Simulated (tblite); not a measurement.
# C2H10B3N3O2SSe: the cost of one run

Computed with tblite 0.8.0 and PySCF 2.14.0 and routines of our own; the level stands in each step. Atoms count from 0.

## 1. The system as given

22 atoms, charge 0, multiplicity 1; geometry from: force field or distance geometry start.

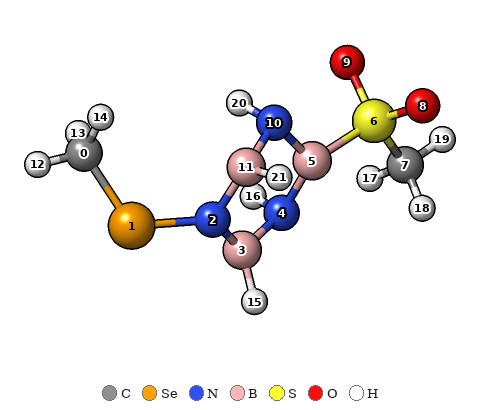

The starting geometry (carbon grey, selenium orange, nitrogen blue, boron pink, sulfur yellow, oxygen red, hydrogen white).

## 2. Geometry optimisation with GFN2-xTB

What the job is given:

```
{"job": {"kind": "relax", "xc": "GFN2-xTB", "basis": "xTB"}, "charge": 0, "multiplicity": 1}
C      4.235700     0.008000     0.187800
Se     3.218900    -0.475500    -1.370500
N      1.485700     0.010200    -1.450200
B      0.441900    -1.058800    -1.529400
N     -0.676300    -1.078200    -0.497400
B     -1.018900     0.307000    -0.000800
S     -2.577100     0.526700     0.964400
C     -3.713600    -0.809600     0.708800
O     -3.215800     1.826100     0.558300
O     -2.164100     0.630100     2.413400
N      0.134100     1.252000     0.349000
B      1.028900     1.312500    -0.891000
H      5.299900    -0.195700    -0.025100
H      4.008100    -0.596200     1.092600
H      4.171700     1.112700     0.422500
H      0.189200    -1.494900    -2.591700
H     -0.340800    -1.665800     0.298700
H     -3.258800    -1.804600     0.967800
H     -3.945900    -0.871200    -0.379700
H     -4.645100    -0.653000     1.309800
H      0.663500     0.793800     1.136100
H      0.668300     2.142300    -1.674300
```

The run is started by

```sh
OMP_NUM_THREADS=1 python excited_run.py task.json out
```

One launch serves the whole session: the jobs run in the order shown.

**Question.** How long does this first job take on 1 thread of Arm Neoverse V2, shared host, and how much memory does it need?

About 2.6 s, with a peak of 0.18 GiB.
